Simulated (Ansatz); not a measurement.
**A workflow on C2H6B (SMILES [CH2]BC)**

We compute a series of 8 runs (UHF/STO-3G, UHF/3-21G, UHF/6-31G*) of C2H6B. 

The calculation is run with Ansatz 0.2.0.

## Step 1: The structure to begin with

C2H6B has 9 atoms, charge 0, and is taken as a doublet. As SMILES, `[CH2]BC`. The shape is that of a PBE0-D4/def2-TZVP optimisation. This is one conformer, not always the lowest. The run starts from this shape.

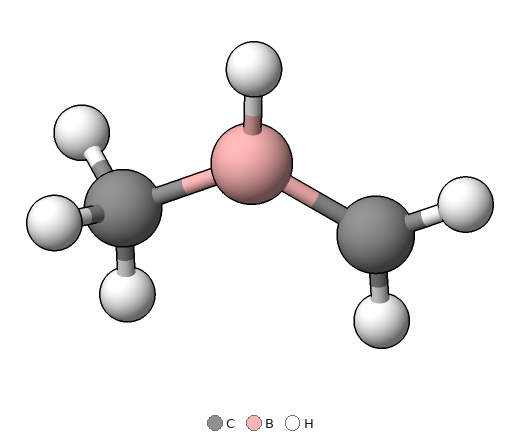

The structure, seen from a chosen angle (carbon grey, boron pink, hydrogen white).

## Step 2: A structure relaxation at UHF/STO-3G (start density atoms) (run 1)

in.yaml reads:

```yaml
crystal:
  periodic: [false, false, false]
  atoms:
    - {symbol: C, position_ang: [-0.840100, 0.743300, -1.023500]}
    - {symbol: B, position_ang: [0.191800, 0.540800, 0.089100]}
    - {symbol: C, position_ang: [0.525000, -0.860100, 0.691800]}
    - {symbol: H, position_ang: [-1.406600, -0.078400, -1.457800]}
    - {symbol: H, position_ang: [-1.074500, 1.714900, -1.450600]}
    - {symbol: H, position_ang: [0.769100, 1.506600, 0.513000]}
    - {symbol: H, position_ang: [-0.036500, -1.695300, 0.267500]}
    - {symbol: H, position_ang: [1.596100, -1.069200, 0.576400]}
    - {symbol: H, position_ang: [0.364200, -0.849200, 1.777100]}
basis:
  gaussian:
    orbitals: STO-3G
output:
  orbitals: {seedname: orbitals}
magnetization:
  spin_polarized: true
  initial_magnetization: 1
relax:
  f_tol: 0.002
hamiltonian:
  xc: hf
```

The run is started by

```sh
$ ansatz run in.yaml --threads 1 --pin off --max-ram 3480MiB --events-out events.jsonl --progress --plain --runs-dir runs
```

Log:

```text
Warning: RAYON_NUM_THREADS=1 ignored (pool sized by the plan → 1); use --threads N
The last accepted step is kept in runs//last_step.txt (removed where the run ends without a failure and the disk answers)
[... 43 lines left out ...]
Total energy: -2792.76092551 eV, -102.6320710112 hartree
[... 9 lines left out ...]
Dipole moment:    -0.066486    -0.019728    -0.065977 e Å
```

Wall time 1.9 s (1 thread of Arm Neoverse V2, shared host).

Steps, from the record of the run:

```tsv
step	energy from the first frame kept (eV)	largest force (eV/Å)
1	0.0000	1.5163
2	-0.0406	0.1839
3	-0.0411	0.0402
4	-0.0412	0.0156
5	-0.0412	0.0006
```

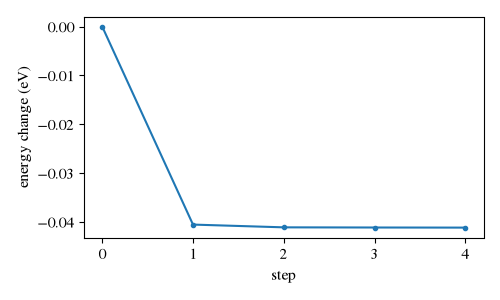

Energy along the run.

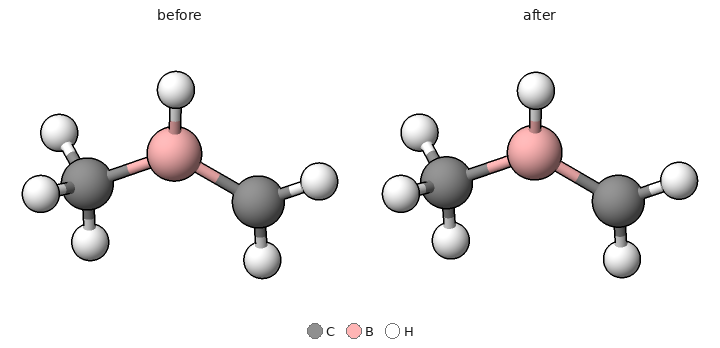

Before and after, at one scale.

After the run. Bond lengths: C1–B2 1.532 Å, B2–C3 1.577 Å, C1–H4 1.084 Å, C1–H5 1.084 Å, B2–H6 1.163 Å, C3–H7 1.083 Å, C3–H8 1.086 Å, C3–H9 1.086 Å. Some angles: C1–B2–C3 122.7°, C1–B2–H6 118.8°, C3–B2–H6 118.4°, B2–C1–H4 122.9°, B2–C1–H5 123.0°, B2–C3–H7 113.9°, B2–C3–H8 109.9°, B2–C3–H9 110.0°, H4–C1–H5 114.1°, H7–C3–H8 108.2°.

## Step 3: Vibrational wavenumbers at UHF/STO-3G (start density atoms) (run 2)

input.yaml reads:

```yaml
crystal:
  periodic: [false, false, false]
  atoms:
    - {symbol: C, position_ang: [-0.839428, 0.744337, -1.022657]}
    - {symbol: B, position_ang: [0.195599, 0.552450, 0.089855]}
    - {symbol: C, position_ang: [0.535800, -0.859900, 0.702419]}
    - {symbol: H, position_ang: [-1.399240, -0.077827, -1.454070]}
    - {symbol: H, position_ang: [-1.076492, 1.712806, -1.447709]}
    - {symbol: H, position_ang: [0.756148, 1.484769, 0.501858]}
    - {symbol: H, position_ang: [-0.032109, -1.674419, 0.269385]}
    - {symbol: H, position_ang: [1.592202, -1.075774, 0.570279]}
    - {symbol: H, position_ang: [0.356018, -0.853044, 1.773642]}
basis:
  gaussian: {orbitals: STO-3G}
total_charge: 0
magnetization: {spin_polarized: true, initial_magnetization: 1}
hamiltonian: {xc: hf}
phonons: {temperatures: {t_min: 298.15, t_max: 298.15, t_step: 1}}
```

The run is started by

```sh
$ ansatz run input.yaml --threads 1 --pin off --max-ram 3480MiB --events-out events.jsonl --progress --plain --runs-dir runs
```

Log:

```text
Warning: RAYON_NUM_THREADS=1 ignored (pool sized by the plan → 1); use --threads N
[... 295 lines left out ...]
Total energy: -2792.76093466 eV, -102.6320713473 hartree
[... 9 lines left out ...]
Dipole moment:    -0.066487    -0.019727    -0.065978 e Å
Vibrations: 72.22 291.42 383.93 668.50 816.83 920.98 955.97 1120.92 1217.89 1281.91 1513.30 1700.04 1758.28 1832.16 1836.80 3238.28 3550.33 3613.78 3711.57 3745.03 3773.14 cm⁻¹, zero-point energy 2.355906 eV
```

Run time: 11 s. Hardware: 1 thread of Arm Neoverse V2, shared host.

Runs 3 to 7 aren't shown in full; the table further down has their settings and results.

## Step 4: Vibrational wavenumbers at UHF/6-31G(d) (Cartesian functions, start density atoms) (run 8)

input.yaml reads:

```yaml
crystal:
  periodic: [false, false, false]
  atoms:
    - {symbol: C, position_ang: [-0.849591, 0.750208, -1.033693]}
    - {symbol: B, position_ang: [0.192114, 0.547870, 0.086197]}
    - {symbol: C, position_ang: [0.535763, -0.868306, 0.703703]}
    - {symbol: H, position_ang: [-1.410657, -0.064028, -1.466118]}
    - {symbol: H, position_ang: [-1.081845, 1.715643, -1.453519]}
    - {symbol: H, position_ang: [0.767444, 1.509016, 0.506804]}
    - {symbol: H, position_ang: [-0.024566, -1.695671, 0.278239]}
    - {symbol: H, position_ang: [1.597673, -1.081298, 0.581794]}
    - {symbol: H, position_ang: [0.362165, -0.860035, 1.779591]}
basis:
  gaussian:
    orbitals: "6-31G*"
hamiltonian:
  xc: hf
magnetization:
  spin_polarized: true
  initial_magnetization: 1
phonons:
  temperatures:
    t_min: 298.15
    t_max: 298.15
    t_step: 1
```

The run is started by

```sh
$ ansatz run input.yaml --threads 1 --pin off --max-ram 3480MiB --events-out events.jsonl --progress --plain --runs-dir runs
```

Log:

```text
Warning: RAYON_NUM_THREADS=1 ignored (pool sized by the plan → 1); use --threads N
[... 293 lines left out ...]
Total energy: -2826.56255495 eV, -103.8742579817 hartree
[... 9 lines left out ...]
Dipole moment:    -0.093229    -0.034448    -0.090740 e Å
Vibrations: 82.11 301.90 349.99 698.80 766.05 816.85 839.52 1014.98 1093.43 1151.50 1339.67 1491.83 1605.02 1611.64 1613.80 2701.61 3171.83 3215.79 3251.47 3295.36 3373.37 cm⁻¹, zero-point energy 2.094497 eV
```

It took 31 s on 1 thread of Arm Neoverse V2, shared host; peak memory 0.1 GiB.

## Step 5: The series

```tsv
run	level	task	walk f tol	partner	energy (Eh)	dipole moment (D)	⟨S²⟩	wall time
1	UHF/STO-3G (start density atoms)	optimise	0.002	base	-102.632071	0.46	0.760	1.9 s
2	UHF/STO-3G (start density atoms)	frequencies	–	base	-102.632071	0.46	0.760	11 s
3	UHF/STO-3G (start density atoms)	energy	–	cation	-102.330911	–	–	0.1 s
4	UHF/STO-3G (start density atoms)	optimise	–	cation	-102.376168	–	–	8.1 s
5	UHF/3-21G (start density atoms)	optimise	0.002	base	-103.301871	0.63	0.757	2.6 s
6	UHF/3-21G (start density atoms)	frequencies	–	base	-103.301871	0.63	0.757	12 s
7	UHF/6-31G* (Cartesian functions, start density atoms)	optimise	0.002	base	-103.874258	0.65	0.757	6.3 s
8	UHF/6-31G* (Cartesian functions, start density atoms)	frequencies	–	base	-103.874258	0.65	0.757	31 s
```

## Step 6: Summary of results

```
                                                               quantity          value
                                        run 8, UHF/6-31G*: total energy  -103.87426 Eh
                                       run 8, UHF/6-31G*: dipole moment         0.65 D
                                                run 8, UHF/6-31G*: ⟨S²⟩          0.757
                            run 8, UHF/6-31G*: largest force on an atom     0.002 eV/Å
                          run 8, UHF/6-31G*: lowest harmonic wavenumber        82 cm⁻¹
                         run 8, UHF/6-31G*: highest harmonic wavenumber      3373 cm⁻¹
                                   run 8, UHF/6-31G*: zero-point energy   202.1 kJ/mol
                     vertical ionisation energy (to the singlet cation)       8.195 eV
adiabatic ionisation energy (to the singlet cation, no zero-point term)       6.963 eV
```

**Reading.** The vertical ionisation energy comes to 8.19 eV (791 kJ/mol). Only the singlet of the ionised species was computed; a triplet could lie lower. In a minimal basis such a difference can be off by several eV, whatever the method. The adiabatic ionisation energy (to the singlet cation, no zero-point term) is 6.96 eV (161 kcal/mol). In runs 1, 2, 3, 4 the basis is minimal, so the values are rough. All runs together took 72 s, the longest 31 s.
